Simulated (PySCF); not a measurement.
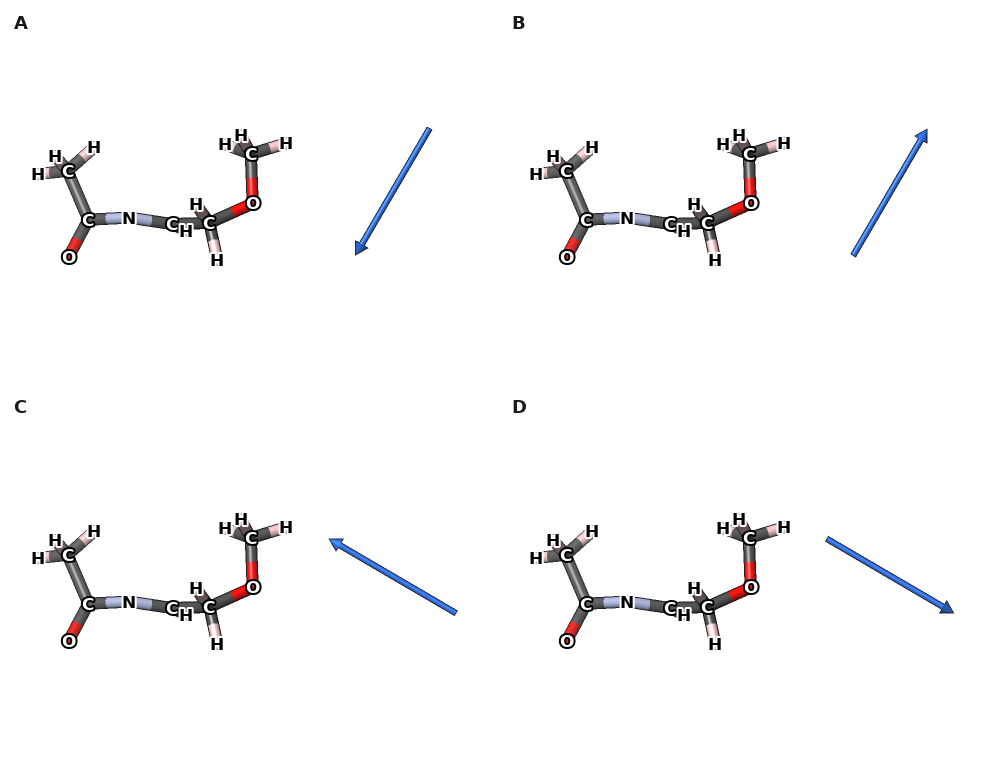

The same molecule four times, each with an arrow. The computed structure is the end point of a GFN2-xTB optimisation. No frequency run is at hand to confirm it as a minimum. Level of theory: B3LYP/def2-SVPD, gas phase (PySCF 2.14.0).

### Which arrow points along the dipole moment, from the negative to the positive end?

B. The dipole moment is 3.82 D.
